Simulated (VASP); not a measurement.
Band structure of Na$_{2}$Te (space group Fm-3m). All values below come from LDA (Ceperley-Alder, Perdew-Zunger) with spin-orbit coupling, VASP's LDA PAW potentials (set 64) (plane waves; VASP).

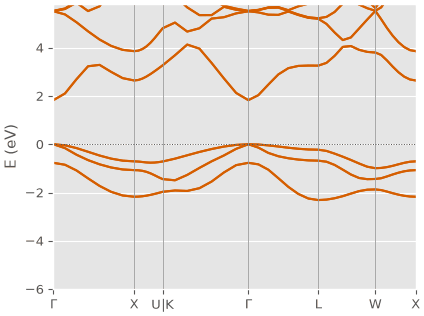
*Bands along high-symmetry lines, zero at the valence-band maximum or, without a gap, the Fermi level*

Problem. Read the plot: is there a gap, and where are the band edges?

Solution. The gap is direct, 1.83 eV, from the valence maximum at Γ to the conduction minimum at Γ.

The structure comes from a computed database's Na2Te entry (Fm-3m); how it stands against other phases isn't given here. It was relaxed first, which changed the volume by -6 %.
